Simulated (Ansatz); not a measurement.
CH₅BNSi (charge +1)

```xyz
9

B     0.0611    0.4987   -1.0106
C     0.1988   -0.0758    0.4134
N     0.2359    0.3039    1.6328
Si    0.2632   -1.5901   -0.7830
H    -0.8357   -0.3783   -1.4518
H    -0.0658    1.5694   -1.5344
H     0.1614    1.2919    1.8924
H     0.3407   -0.3502    2.4124
H     1.0386   -0.2100   -1.5669
```

Computed with RKS PBE0-D4/def2-SVP in Ansatz 0.2.0.

> What can the converged electron density and electron localisation function tell about the bonding?

C–N (1.28 Å): ρ is about 2.7 e/Å³ halfway; the ELF peaks at about 0.90 between the atoms, as expected for localised, covalent bonding.
C–B (1.54 Å): the density is about 1.4 e/Å³ at the midpoint; the ELF peaks at about 0.95 between the atoms: a covalent bond.
C–Si (1.93 Å): the density is about 0.81 e/Å³ at the midpoint; the ELF peaks at about 0.90 between the atoms: a covalent bond.
Si–B (2.11 Å): the density is about 0.48 e/Å³ at the midpoint; the ELF is about 0.35 at the midpoint.

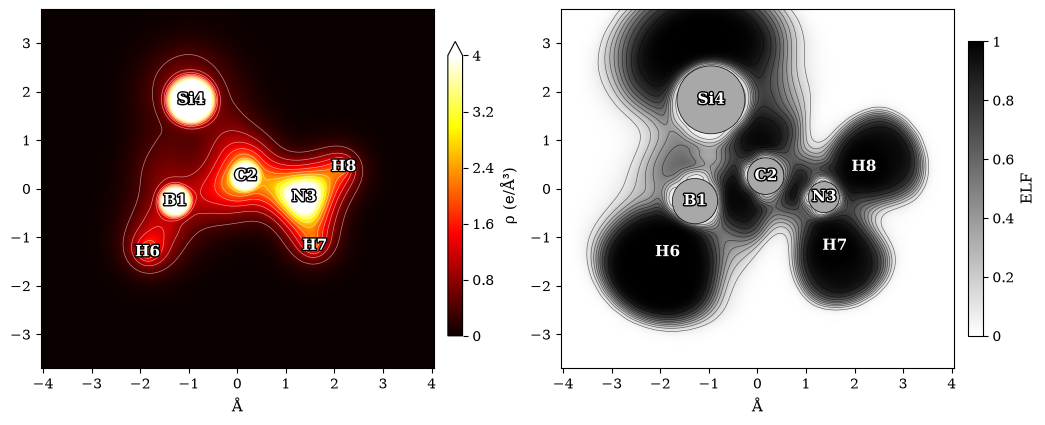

Computed electron density and electron localisation function on the plane of atoms B1, C2 and N3, in this order. Grey discs cover the atomic cores in the ELF map. 
